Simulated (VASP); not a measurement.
Band structure of KBr (rock salt). Computed with PBE GGA with D3 dispersion (zero damping), VASP's PBE PAW potentials (set 64) (plane waves; VASP).

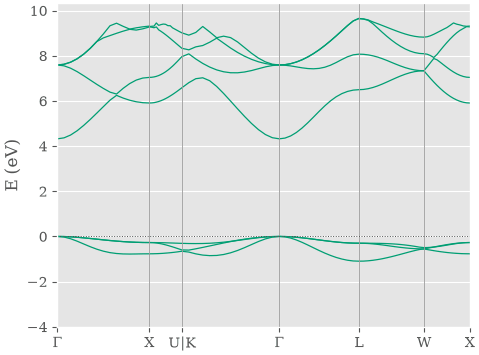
Fig. 1. Bands along high-symmetry lines, zero at the valence-band maximum or, without a gap, the Fermi level

**Question.** Read the plot: is there a gap, and where are the band edges?

**Answer.** The gap is direct, 4.32 eV, from the valence maximum at Γ to the conduction minimum at Γ. (Edges off the drawn lines would not show.)

Measured: gap 7.40 eV (computed value off by -3.08 eV), as given by Aguado et al., (1998), arXiv:cond-mat/9809176.

The compound is KBr in the rock salt structure. It was relaxed first.
